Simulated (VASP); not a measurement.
Input:

```yaml
crystal:
  lattice:
    - [0.00000, 2.02758, 2.02758]
    - [2.02758, 0.00000, 2.02758]
    - [2.02758, 2.02758, 0.00000]
  atoms:
    - { symbol: Li, position: [0.00000, 0.00000, 0.00000] }
    - { symbol: F, position: [0.50000, 0.50000, 0.50000] }
```

The numbers are results of PW91 GGA, VASP's PBE PAW potentials (set 64) (plane waves; VASP), not measurements. Settings: 520 eV cut-off, 12×12×12 Γ-centred mesh, tetrahedra with Blöchl corrections, potentials Li_sv F.

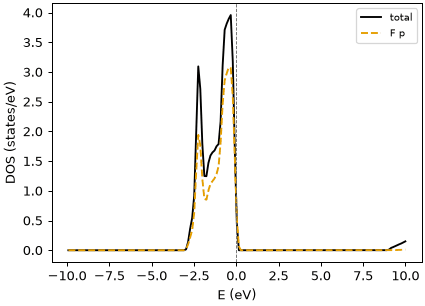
Total and projected density of states, zero at the valence-band maximum

Within 2 eV below the valence-band maximum the largest weight inside VASP's projection spheres is F p.

The gap is direct, 8.95 eV, from the valence maximum at Γ to the conduction minimum at Γ.

The compound is LiF in the rock salt structure. It was relaxed first.
